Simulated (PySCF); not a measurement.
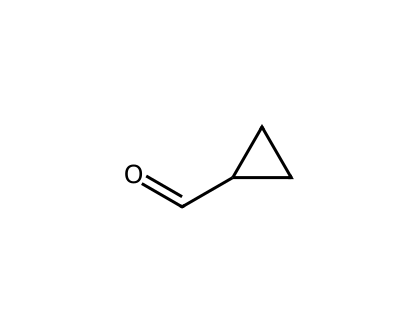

2D structure.

Transcribe the drawing into SMILES.

O=CC1CC1

What is the molecular formula?

C4H6O.

An optimisation with PBE0-D3(BJ)/def2-SVP gave a structure of which point group?

Cs. Other conformers may differ.

The parts below concern this one geometry. Atoms keep their numbers from picture to picture. The geometry was computed by an optimisation with PBE0-D3(BJ)/def2-SVP. No frequency run is at hand to confirm it as a minimum.

Excitation

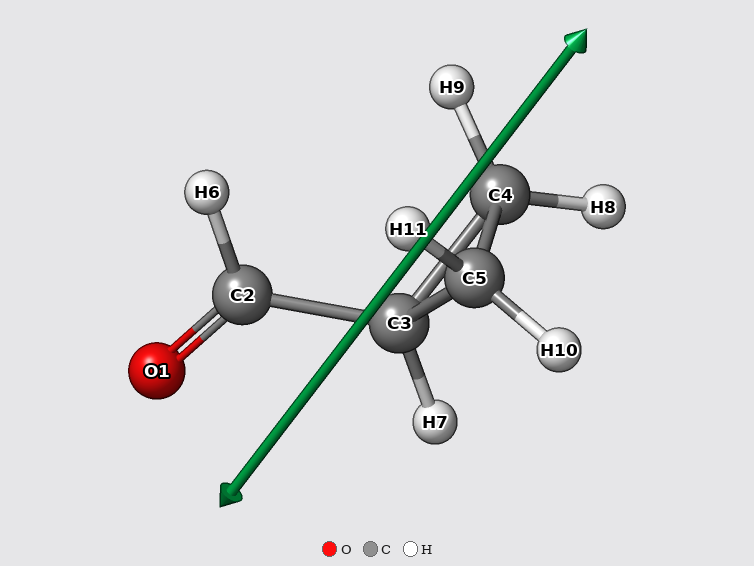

The double arrow shows the direction of the transition dipole to excited singlet state 4 (its length means nothing). No frequency run is at hand to confirm it as a minimum. Level of theory: TDDFT PBE0/def2-SVPD, vertical, IEF-PCM chloroform (non-equilibrium linear response), core orbitals frozen in the response (PySCF 2.14.0).

How is the transition polarised?

Nearly parallel to the O1–C2 bond.

Give its energy, strength and character.

7.53 eV (165 nm), oscillator strength 0.086, of mixed character, with the largest part HOMO → LUMO+1 (weight 0.47); transition dipole 1.73 D.

NMR shielding

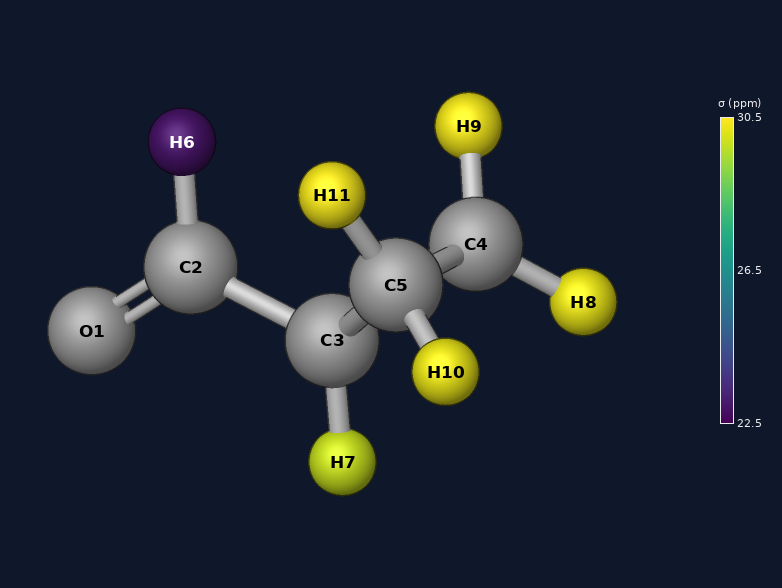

Atoms are coloured by their isotropic NMR shieldings (H only, the others grey). No frequency run is at hand to confirm it as a minimum. Properties computed with GIAO ωB97X-D/pcSseg-1 NMR shielding, non-relativistic, IEF-PCM chloroform (PySCF 2.14.0).

Which H atom is the most shielded (lowest chemical shift)?

H9, H11 (30.34 to 30.35 ppm).

Which H atom is the least shielded (highest chemical shift)?

H6 (22.94 ppm).

How wide is the range of H shifts?

7.41 ppm.

List the isotropic NMR shieldings of the H atoms.

```tsv
atom	σ (ppm)
H6	22.94
H7	29.82
H8	30.24
H9	30.34
H10	30.24
H11	30.35
```

Quadrupole coupling

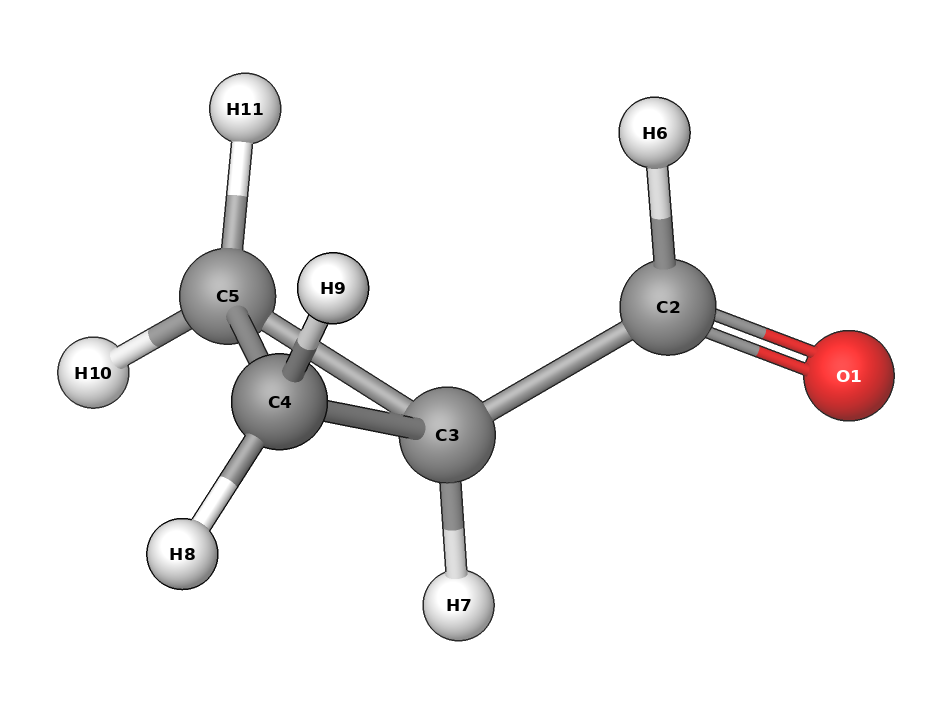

No frequency run is at hand to confirm it as a minimum. Electric field gradients from the ground-state density, PBE0/pcSseg-1 in benzene (IEF-PCM) (PySCF 2.14.0), non-relativistic apart from any core potentials.

Give the largest field-gradient component, the quadrupole coupling constant and the asymmetry for 17O at O1 (Q = −25.6 mb).

| atom | V_zz (a.u.) | e²qQ/h (MHz) | η |
| --- | --- | --- | --- |
| O1 | −1.966 | 11.83 | 0.47 |
